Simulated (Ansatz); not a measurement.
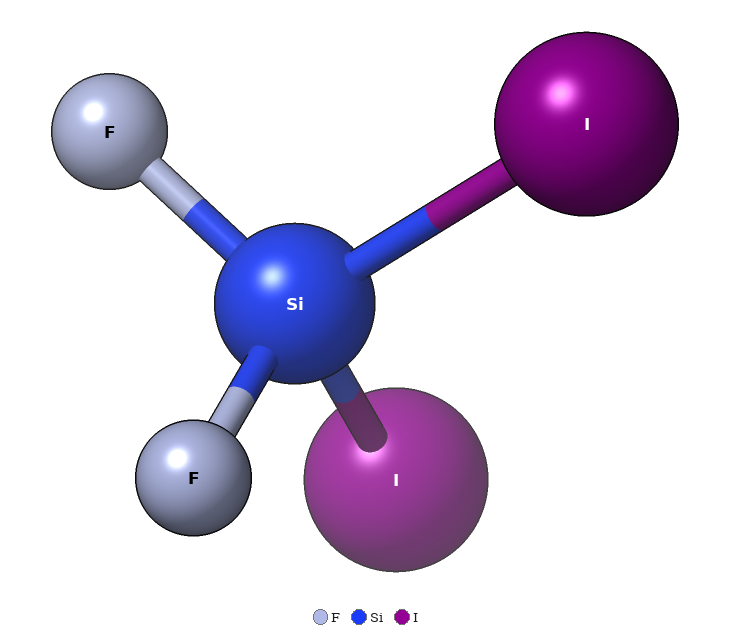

Orthographic view. Atoms fade into the background with distance from the viewer. Computed geometry: PBE-D4/def2-SVP optimisation. No frequency run is at hand to confirm it as a minimum.

Give the standard InChI.

Answer. InChI=1S/F2I2Si/c1-5(2,3)4
